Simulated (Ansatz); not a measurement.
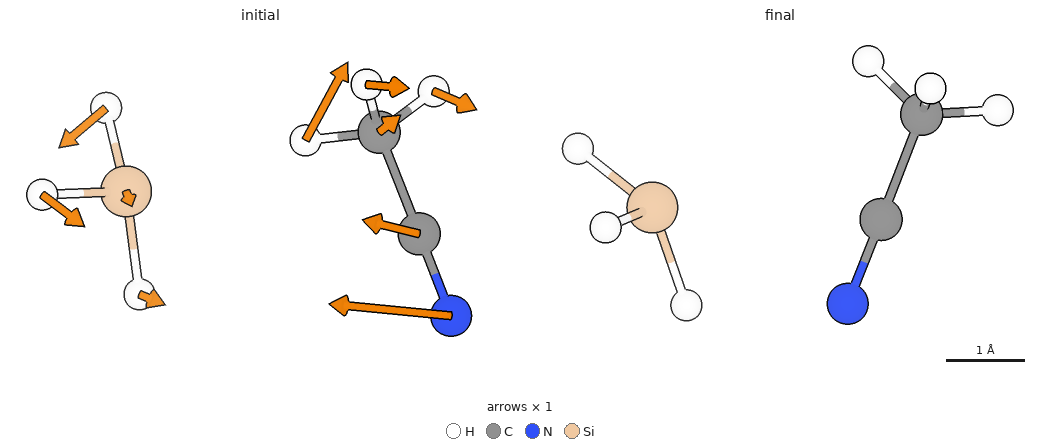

The structure of C$_{2}$H$_{6}$NSi (multiplicity 2) before (left) and after (right) a relaxation, at one scale. The orange arrows give the displacements, at their true length.

The picture is a ball-and-stick view, seen from a free direction.

The run prepares an end point of a later path (reaction) calculation, from a guessed geometry.

Theory: Ansatz 0.2.0, UKS PBE-D4/6-31G*. Set-up: collinear spin; force threshold 0.03 eV/Å; at most 50 steps.

Summarise the run.

Answer. The atom that moves furthest after the best rigid fit is the N atom (1.72 Å). By element the largest moves are N 1.72 Å, H 1.17 Å, C 0.82 Å, Si 0.24 Å. Among the contacts that change: C–H 1.091 → 1.103 Å, H–Si 1.499 → 1.505 Å. Over 20 accepted moves (21 points after the start) the energy falls by 1.78 kcal/mol. Largest force component: 0.43 eV/Å at the start, 0.019 eV/Å at the end. The line search rejected the trial step at point 4 of the run. The forces were under the threshold at step 2, but the run went on from there. The run took 21 s on 2 threads of Intel(R) Xeon(R) 6975P-C (Granite Rapids) (shared host), peak memory 0.19 GiB.

Limits of the set-up: the start holds two separate molecules, 2.7 Å apart at their closest, whose relative position is a soft coordinate.
